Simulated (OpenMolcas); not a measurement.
Exact exchange and the dipole moment of GaSiH4F

GaSiH4F has 7 atoms, charge 0, and is taken as a singlet. SMILES: `[F][GaH][SiH3]`. The coordinates come from a PBE0-D4/def2-TZVP relaxation.

The dipole moment y, in D, basis def2-SVP; a is the functional's share of exact exchange. Programs: OpenMolcas 26.06.

| functional | program | a | y (D) |
| --- | --- | --- | --- |
| TPSS | OpenMolcas | 0 | 1.93 |
| revPBE | OpenMolcas | 0 | 1.91 |
| B3LYP | OpenMolcas | 0.2 | ? |
| PBE0 | OpenMolcas | 0.25 | 2.16 |
| BHLYP | OpenMolcas | 0.5 | 2.35 |

Task: Fit y = c + s·a to the known rows and predict B3LYP.

Result: 
1. Means of the 4 rows: a = 0.1875, y = 2.087.
2. Σ(Δa)² = 0.17188, Σ(Δa·Δy) = 0.14938, so the slope is 0.14938/0.17188 = 0.86909.
3. Intercept: 2.087 − (0.86909) × 0.1875 = 1.924. The largest residual of the fit is 0.018.
4. B3LYP: 1.924 + (0.86909) × 0.2 = 2.10 D.

The run gave 2.14 D, so the prediction is off by -0.04 D, more than the largest residual. More exact exchange makes the molecule more polar here. The rows mix families of semi-local functionals, which the line can't see.

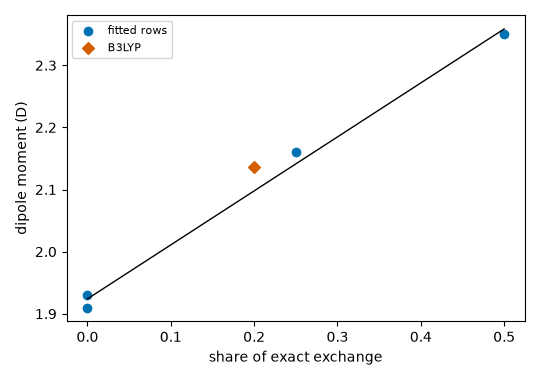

The fitted line, with the withheld row.
